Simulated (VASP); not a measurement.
# TiSi2: structure and properties in VASP, part 2 of 5

Wanted: the relaxed cell of TiSi2 and its properties. The start is a computed cell from the Materials Project.

VASP 6.6.1; r2SCAN; plane waves and PAW (Ti_sv, Si).

Still holding for the runs below: The k-mesh is coarse for a metal.

So far. Step 2 (Relaxing cell and atoms (r2SCAN)): It ends with a largest force of 0.007 eV/Å and a pressure of -0.03 GPa. The relaxed cell has a, b, c = 3.534, 13.527, 3.559 Å (conventional setting).

## 3. Single point with fields (r2SCAN)

A single point on the relaxed cell gives a clean self-consistent state, with density, ELF and potential written out.

INCAR reads:

```
SYSTEM = TiSi2
PREC = Accurate
ENCUT = 400
EDIFF = 1E-06
NELM = 100
ISMEAR = 0
SIGMA = 0.05
LREAL = .FALSE.
ALGO = Normal
METAGGA = R2SCAN
LASPH = .TRUE.
NBANDS = 26
LORBIT = 11
LWAVE = .FALSE.
LCHARG = .TRUE.
ISIF = 2
LELF = .TRUE.
LVHAR = .TRUE.
```

POSCAR reads:

```
TiSi2
1.0
    3.5339059832      0.0000000000      0.0000000000
    0.0000000000      0.0000000000      3.5594027318
    1.7669529916     -6.7634078204      0.0000000000
Ti Si
2 4
Direct
    0.1030696015      0.7500000000      0.7938607970
    0.8969303985      0.2500000000      0.2061392030
    0.4414352673      0.7500000000      0.1171294654
    0.5585647327      0.2500000000      0.8828705346
    0.7505898266      0.7500000000      0.4988203469
    0.2494101734      0.2500000000      0.5011796531
```

KPOINTS reads:

```
Automatic mesh
0
Gamma
6 6 6
0 0 0
```

PAW data sets: Ti_sv and Si (PBE family, release 64).

Run with:

```
> mpirun -np 4 vasp_std
```

The program printed:

```text
[banner, memory and clock lines left out]
running    4 mpi-ranks, on    1 nodes
 distrk:  each k-point on    4 cores,    1 groups
 distr:  one band on    1 cores,    4 groups

 POSCAR found type information on POSCAR TiSi
 POSCAR found :  2 types and       6 ions
 [... a notice as in an earlier step ...]

 LDA part: xc-table for (None), standard interpolation
|                                                                             |
|           W    W    AA    RRRRR   N    N  II  N    N   GGGG   !!!           |
|           W    W   A  A   R    R  NN   N  II  NN   N  G    G  !!!           |
|           W    W  A    A  R    R  N N  N  II  N N  N  G       !!!           |
|           W WW W  AAAAAA  RRRRR   N  N N  II  N  N N  G  GGG   !            |
|           WW  WW  A    A  R   R   N   NN  II  N   NN  G    G                |
|           W    W  A    A  R    R  N    N  II  N    N   GGGG   !!!           |
|                                                                             |
|     The number of bands has been changed from the values supplied in        |
|     The orbitals not found in the WAVECAR file will be initialized with     |
|     random numbers, which is usually adequate. For correlated               |
|     calculations, however, you should redo the groundstate calculation.     |
|     I found NBANDS = 26. Now, NBANDS = 28.                                  |
|                                                                             |

 POSCAR, INCAR and KPOINTS ok, starting setup
 FFT: planning ... GRIDC
 FFT: planning ... GRID_SOFT
 FFT: planning ... GRID
 WAVECAR not read
 entering main loop
       N       E                     dE             d eps       ncg     rms          rms(c)
DAV:   1     0.332398427361E+03    0.33240E+03   -0.16968E+04  2928   0.130E+03
DAV:   2    -0.295507749887E+02   -0.36195E+03   -0.35322E+03  2940   0.407E+02
DAV:   3    -0.719189630692E+02   -0.42368E+02   -0.41688E+02  5100   0.118E+02
DAV:   4    -0.752902143150E+02   -0.33713E+01   -0.33429E+01  4084   0.299E+01
DAV:   5    -0.754878129879E+02   -0.19760E+00   -0.19746E+00  4468   0.637E+00    0.212E+01
DAV:   6    -0.645580091286E+02    0.10930E+02   -0.36664E+01  4124   0.521E+01    0.760E+00
DAV:   7    -0.642680147422E+02    0.28999E+00   -0.59681E+00  3780   0.171E+01    0.584E+00
DAV:   8    -0.642523182009E+02    0.15697E-01   -0.69536E-01  4168   0.579E+00    0.131E+00
DAV:   9    -0.642555467490E+02   -0.32285E-02   -0.54185E-02  3768   0.161E+00    0.375E-01
DAV:  10    -0.642559576411E+02   -0.41089E-03   -0.87203E-03  4400   0.630E-01    0.159E-01
DAV:  11    -0.642563346325E+02   -0.37699E-03   -0.12815E-03  3940   0.268E-01    0.389E-02
DAV:  12    -0.642562972992E+02    0.37333E-04   -0.22828E-04  3864   0.106E-01    0.183E-02
DAV:  13    -0.642563038892E+02   -0.65900E-05   -0.91130E-06  3412   0.235E-02    0.789E-03
DAV:  14    -0.642563035697E+02    0.31950E-06   -0.21006E-06  2992   0.115E-02
   1 F= -.64256304E+02 E0= -.64255491E+02  d E =-.162562E-02
```

The job ended after 25 s (4 MPI ranks of Intel Xeon 6975P-C (Granite Rapids), shared host; peak memory 0.55 GiB).

Parts of OUTCAR (step 3):

```text
  LATTYP: Found a base centered orthorhombic cell.
 ALAT       =     3.5339059832
 B/A-ratio  =     3.8277236874
 C/A-ratio  =     1.0072148916

 Found     52 irreducible k-points:

   k-points           NKPTS =     52   k-points in BZ     NKDIM =     52   number of bands    NBANDS=     28

   ENCUT  =  400.0 eV  29.40 Ry    5.42 a.u.   5.76  5.80 11.40*2*pi/ulx,y,z

   NELECT =      40.0000    total number of electrons

 E-fermi :  10.6145

 k-point     1 :       0.0000    0.0000    0.0000
  band No.  band energies     occupation
    ...
     15       7.8369      2.00000
     16       7.9299      2.00000
     17       8.3205      2.00000
     18       8.3853      2.00000
     19       8.3964      2.00000
     20      11.0748      0.00000
     21      11.4543      0.00000
     22      11.5287      0.00000
     23      11.5697      0.00000
     24      11.9822      0.00000
    ...

 k-point     2 :       0.1667    0.0000    0.0000
  band No.  band energies     occupation
    ...
     16       7.7454      2.00000
     17       8.0161      2.00000
     18       9.0203      2.00000
     19       9.1356      2.00000
     20      10.5409      1.96255
     21      11.2495      0.00000
     22      11.5952      0.00000
     23      11.6783      0.00000
     24      11.8335      0.00000
     25      12.3919      0.00000
    ...

  Total       -0.0149451     -0.0218369      0.0150800      0.0000000     -0.0000000      0.0000000
  in kB       -0.2814577     -0.4112482      0.2839982      0.0000000     -0.0000000      0.0000000
  external PRESSURE =      -0.1362359 kB  Pullay stress =       0.0000000 kB

 POSITION                                       TOTAL-FORCE (eV/Angst)
 -----------------------------------------------------------------------------------
      1.76695     -5.36920      2.66955         0.000000     -0.003302      0.000000
      3.53391     -1.39420      0.88985        -0.000000      0.003302     -0.000000
      1.76695     -0.79219      2.66955         0.000000     -0.003328      0.000000
      3.53391     -5.97121      0.88985        -0.000000      0.003328      0.000000
      3.53391     -3.37373      2.66955         0.000000      0.006631      0.000000
      1.76695     -3.38968      0.88985         0.000000     -0.006631      0.000000
 -----------------------------------------------------------------------------------
    total drift:                                0.000000     -0.000000     -0.000000

  FREE ENERGIE OF THE ION-ELECTRON SYSTEM (eV)
  ---------------------------------------------------
  free  energy   TOTEN  =       -64.2563035697 eV

  energy  without entropy=      -64.2546779471  energy(sigma->0) =      -64.25549076

[... 5 parts as in an earlier step ...]

[... 7 further parts left out ...]
```

This step gave:

```yaml
electronic_steps: 14
bands: 28
pressure: -0.01362 GPa
```

Valence electrons inside each PAW sphere by angular momentum. Sphere charges, by row:

| atom | s (e) | p (e) | d (e) | tot (e) |
| --- | --- | --- | --- | --- |
| Ti1 | 2.158 | 6.149 | 2.063 | 10.37 |
| Ti2 | 2.158 | 6.149 | 2.063 | 10.37 |
| Si3 | 0.763 | 0.94 | 0 | 1.703 |
| Si4 | 0.763 | 0.94 | 0 | 1.703 |
| Si5 | 0.741 | 0.907 | 0 | 1.648 |
| Si6 | 0.741 | 0.907 | 0 | 1.648 |

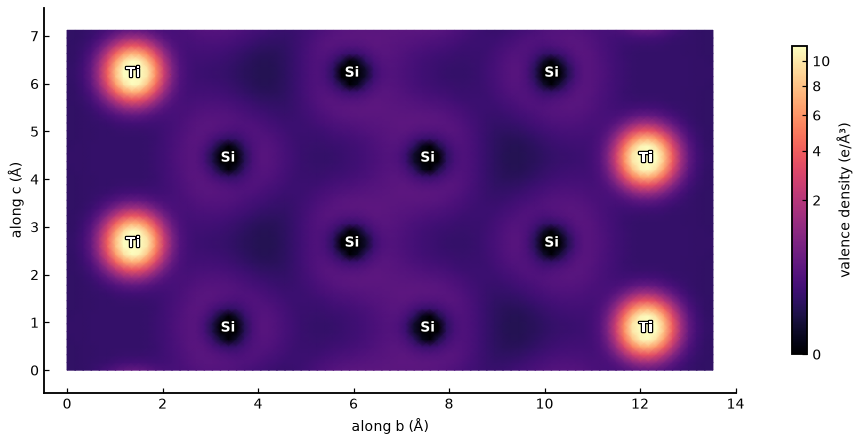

Valence density in the bc plane of the conventional cell at fractional x = 0.000, with atoms of Ti and Si within 0.2 Å of it. It is the smooth field of the valence electrons, not physical close to the nuclei. The colour scale is stretched toward low values.

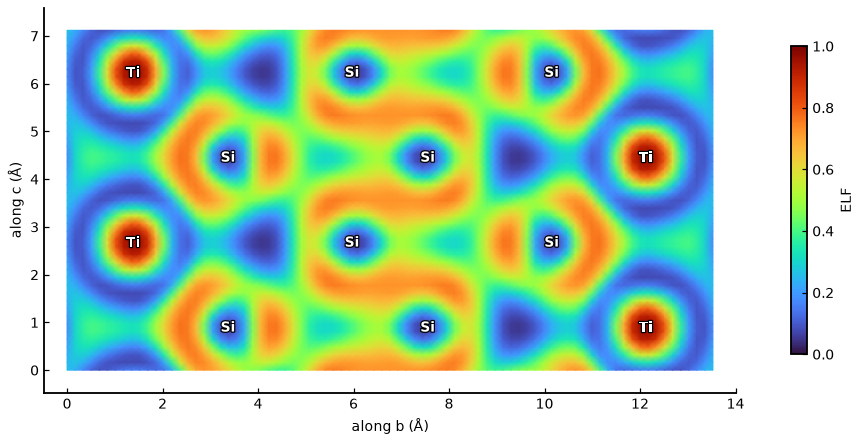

ELF in the bc plane of the conventional cell at fractional x = 0.000, with atoms of Ti and Si within 0.2 Å of it. It is the smooth field of the valence electrons, not physical close to the nuclei.

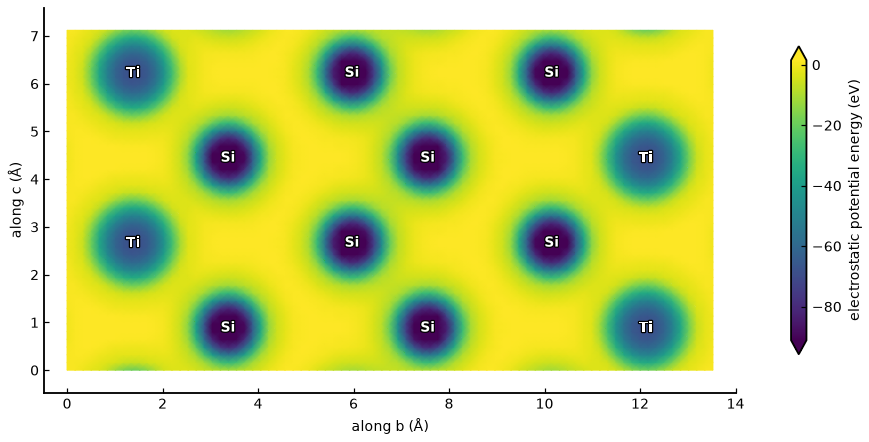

Electrostatic potential energy in the bc plane of the conventional cell at fractional x = 0.000, with atoms of Ti and Si within 0.2 Å of it. With pseudopotentials it is smooth inside the atoms' cores, unlike the true potential.

In this run the pressure is -0.01 GPa, small enough to go on.

## 4. Band structure (r2SCAN)

Levels along the symmetry lines show where the bands peak and cross; KPOINTS_OPT computes them in the converged potential.

Changes to INCAR since step 3:

```diff
@@ -11,8 +11,6 @@
 LASPH = .TRUE.
-NBANDS = 26
+NBANDS = 36
 LORBIT = 11
 LWAVE = .FALSE.
-LCHARG = .TRUE.
-ISIF = 2
-LELF = .TRUE.
-LVHAR = .TRUE.
+LCHARG = .FALSE.
+KPAR = 4
```

POSCAR is that of step 3.

KPOINTS is that of step 3.

KPOINTS_OPT reads:

```
Line mode
16
Line-mode
Reciprocal
  0.00000000   0.00000000   0.00000000 GAMMA
  0.53412627   0.00000000   0.26706314 X

  0.53412627   0.00000000   0.26706314 X
  0.50000000   0.00000000   0.00000000 S

  0.50000000   0.00000000   0.00000000 S
  0.50000000   0.50000000   0.00000000 R

  0.50000000   0.50000000   0.00000000 R
  0.53412627   0.50000000   0.26706314 A

  0.53412627   0.50000000   0.26706314 A
  0.00000000   0.50000000   0.00000000 Z

  0.00000000   0.50000000   0.00000000 Z
  0.00000000   0.00000000   0.00000000 GAMMA

  0.00000000   0.00000000   0.00000000 GAMMA
  0.00000000   0.00000000  -0.50000000 Y

  0.00000000   0.00000000  -0.50000000 Y
  0.46587373   0.00000000  -0.26706314 X1

  0.46587373   0.00000000  -0.26706314 X1
  0.46587373   0.50000000  -0.26706314 A1

  0.46587373   0.50000000  -0.26706314 A1
  0.00000000   0.50000000  -0.50000000 T

  0.00000000   0.50000000  -0.50000000 T
  0.00000000   0.00000000  -0.50000000 Y

  0.00000000   0.50000000   0.00000000 Z
  0.00000000   0.50000000  -0.50000000 T
```

Run with:

```
> mpirun -np 4 vasp_std
```

The program printed:

```text
[banner, memory and clock lines left out]
running    4 mpi-ranks, on    1 nodes
 distrk:  each k-point on    1 cores,    4 groups
 distr:  one band on    1 cores,    1 groups

 POSCAR found type information on POSCAR TiSi
 POSCAR found :  2 types and       6 ions
 [... a notice as in an earlier step ...]

 LDA part: xc-table for (None), standard interpolation
 POSCAR, INCAR and KPOINTS ok, starting setup
 FFT: planning ... GRIDC
 FFT: planning ... GRID_SOFT
 FFT: planning ... GRID
 WAVECAR not read
 entering main loop
       N       E                     dE             d eps       ncg     rms          rms(c)
DAV:   1     0.337370709666E+03    0.33737E+03   -0.15960E+04  3752   0.102E+03
DAV:   2    -0.321257991177E+02   -0.36950E+03   -0.35285E+03  3788   0.331E+02
DAV:   3    -0.722702794250E+02   -0.40144E+02   -0.39167E+02  5980   0.960E+01
DAV:   4    -0.753555948552E+02   -0.30853E+01   -0.30315E+01  5152   0.238E+01
DAV:   5    -0.754885003215E+02   -0.13291E+00   -0.13286E+00  5324   0.444E+00    0.212E+01
DAV:   6    -0.645783278632E+02    0.10910E+02   -0.20684E+01  4520   0.405E+01    0.729E+00
DAV:   7    -0.642735741054E+02    0.30475E+00   -0.30217E+00  4452   0.140E+01    0.602E+00
DAV:   8    -0.642585751960E+02    0.14999E-01   -0.38469E-01  5052   0.482E+00    0.131E+00
DAV:   9    -0.642556881419E+02    0.28871E-02   -0.51310E-02  4556   0.158E+00    0.344E-01
DAV:  10    -0.642560011388E+02   -0.31300E-03   -0.37738E-03  5108   0.393E-01    0.148E-01
DAV:  11    -0.642563198384E+02   -0.31870E-03   -0.57431E-04  4656   0.183E-01    0.582E-02
DAV:  12    -0.642562967058E+02    0.23133E-04   -0.12057E-04  4808   0.873E-02    0.210E-02
DAV:  13    -0.642563037861E+02   -0.70804E-05   -0.15664E-05  5348   0.274E-02    0.595E-03
DAV:  14    -0.642563034800E+02    0.30615E-06   -0.85906E-07  2856   0.591E-03
   1 F= -.64256303E+02 E0= -.64255491E+02  d E =-.162558E-02
 Start KPOINTS_OPT (optional k-point list driver)
k-point batch [1-52\192]
       N       E                     dE             ncg
DAV:   1     0.328767490467E+04   -0.47326E+05     3764
DAV:   2    -0.159436037744E+05   -0.19231E+05     3820
DAV:   3    -0.180393788321E+05   -0.20958E+04     5720
DAV:   4    -0.181956999454E+05   -0.15632E+03     4980
DAV:   5    -0.182033328263E+05   -0.76329E+01     5052
DAV:   6    -0.182033878776E+05   -0.55051E-01     4944
DAV:   7    -0.182033889623E+05   -0.10847E-02     5072
DAV:   8    -0.182033889783E+05   -0.15974E-04     4464
DAV:   9    -0.182033889790E+05   -0.70216E-06     3020
[...]
k-point batch [157-192\192]
       N       E                     dE             ncg
DAV:   1     0.231740473094E+05   -0.27834E+05     2592
DAV:   2     0.988741129274E+04   -0.13287E+05     2600
DAV:   3     0.842230226555E+04   -0.14651E+04     3872
DAV:   4     0.829184030081E+04   -0.13046E+03     3528
DAV:   5     0.828561062991E+04   -0.62297E+01     3520
DAV:   6     0.828556683920E+04   -0.43791E-01     3488
DAV:   7     0.828556584657E+04   -0.99263E-03     3552
DAV:   8     0.828556583352E+04   -0.13047E-04     3328
DAV:   9     0.828556583332E+04   -0.20413E-06     2192
```

Elapsed: 76 s, on 4 MPI ranks; peak memory 1.1 GiB; 5 min of CPU time.

OUTCAR, selected parts (step 4):

```text
 Found     52 irreducible k-points:

   k-points           NKPTS =     52   k-points in BZ     NKDIM =     52   number of bands    NBANDS=     36

   NELECT =      40.0000    total number of electrons

 E-fermi :  10.6146

 k-point     1 :       0.0000    0.0000    0.0000
  band No.  band energies     occupation
    ...
     15       7.8369      2.00000
     16       7.9299      2.00000
     17       8.3206      2.00000
     18       8.3853      2.00000
     19       8.3964      2.00000
     20      11.0749      0.00000
     21      11.4545      0.00000
     22      11.5287      0.00000
     23      11.5698      0.00000
     24      11.9823      0.00000
    ...

 k-point     2 :       0.1667    0.0000    0.0000
  band No.  band energies     occupation
    ...
     16       7.7454      2.00000
     17       8.0162      2.00000
     18       9.0204      2.00000
     19       9.1356      2.00000
     20      10.5410      1.96254
     21      11.2496      0.00000
     22      11.5953      0.00000
     23      11.6784      0.00000
     24      11.8336      0.00000
     25      12.3919      0.00000
    ...

  Total       -0.0189757     -0.0257901      0.0104918      0.0000000      0.0000000      0.0000000
  in kB       -0.3573645     -0.4856975      0.1975900      0.0000000      0.0000000      0.0000000
  external PRESSURE =      -0.2151574 kB  Pullay stress =       0.0000000 kB

 POSITION                                       TOTAL-FORCE (eV/Angst)
 -----------------------------------------------------------------------------------
      1.76695     -5.36920      2.66955         0.000000     -0.002592      0.000000
      3.53391     -1.39420      0.88985        -0.000000      0.002592     -0.000000
      1.76695     -0.79219      2.66955        -0.000000     -0.003212      0.000000
      3.53391     -5.97121      0.88985        -0.000000      0.003212      0.000000
      3.53391     -3.37373      2.66955         0.000000      0.006627      0.000000
      1.76695     -3.38968      0.88985        -0.000000     -0.006627     -0.000000
 -----------------------------------------------------------------------------------
    total drift:                                0.000000     -0.000000     -0.000000

  FREE ENERGIE OF THE ION-ELECTRON SYSTEM (eV)
  ---------------------------------------------------
  free  energy   TOTEN  =       -64.2563034800 eV

  energy  without entropy=      -64.2546778973  energy(sigma->0) =      -64.25549069

[... 9 parts as in an earlier step ...]

[... 5 further parts left out ...]
```

The cell is typed on its shortest vectors, so the axes of tensors and the coordinates of k-points follow the printed cell and not the standard setting.

Numbers from this step:

* bands: 36
* pressure: -0.02152 GPa

Electronic bands along the path, in eV, zero at the Fermi level; # counts the bands kept, so #1 is VASP's band 10:

| point | #8 | #9 | #10 | #11 | #12 | #13 | #14 | #15 |
| --- | --- | --- | --- | --- | --- | --- | --- | --- |
| Γ | -2.29 | -2.23 | -2.22 | 0.46 | 0.84 | 0.91 | 0.96 | 1.37 |
| X | -1.87 | -1.19 | -0.77 | -0.76 | -0.25 | 1.31 | 1.46 | 1.77 |
| S | -1.80 | -1.59 | -0.65 | -0.63 | -0.56 | 1.32 | 1.63 | 1.88 |
| R | -3.50 | -3.50 | -2.64 | -2.64 | 1.92 | 1.92 | 2.15 | 2.15 |
| A | -3.66 | -3.66 | -2.56 | -2.56 | 1.98 | 1.98 | 2.13 | 2.13 |
| Z | -1.72 | -1.72 | -0.08 | -0.08 | 0.88 | 0.88 | 1.50 | 1.50 |
| Γ | -2.29 | -2.23 | -2.22 | 0.46 | 0.84 | 0.91 | 0.96 | 1.37 |
| Y | -2.61 | -2.18 | -1.22 | 0.38 | 0.69 | 0.79 | 0.94 | 1.36 |
| X1 | -1.87 | -1.19 | -0.77 | -0.76 | -0.25 | 1.31 | 1.46 | 1.77 |
| A1 | -3.66 | -3.66 | -2.56 | -2.56 | 1.98 | 1.98 | 2.13 | 2.13 |
| T | -2.24 | -2.24 | -0.95 | -0.95 | 0.56 | 0.56 | 1.91 | 1.91 |
| Y | -2.61 | -2.18 | -1.22 | 0.38 | 0.69 | 0.79 | 0.94 | 1.36 |
| jump to Z | -1.72 | -1.72 | -0.08 | -0.08 | 0.88 | 0.88 | 1.50 | 1.50 |
| T | -2.24 | -2.24 | -0.95 | -0.95 | 0.56 | 0.56 | 1.91 | 1.91 |

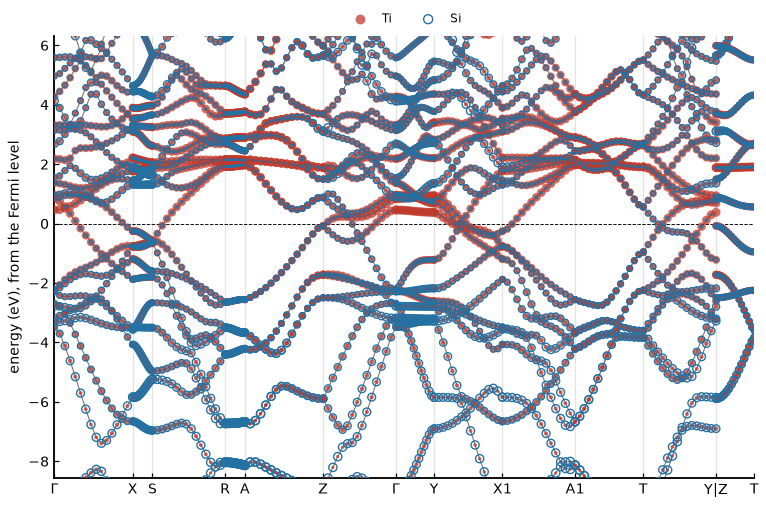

Electronic bands along the path; dots are coloured as in the legend, and their area grows with the weight.

There is no gap at this level.

(Continued in part 3 of 5.)

[Lines on the potential files, build, host, timing and source positions are cut from VASP's logs without a mark.]

[Logs are printed without paths, hosts, clocks, repeated set-up lines and the standing remarks that a program may print on its own settings, such as how far it seeks lower states.]

[Hosts, paths, dates, database ids (printed as entryN), source tags and the programs' standing remarks are cut or masked in the printed files.]

[A measured line is paired with the nearest computed mode of its activity, which favours agreement.]
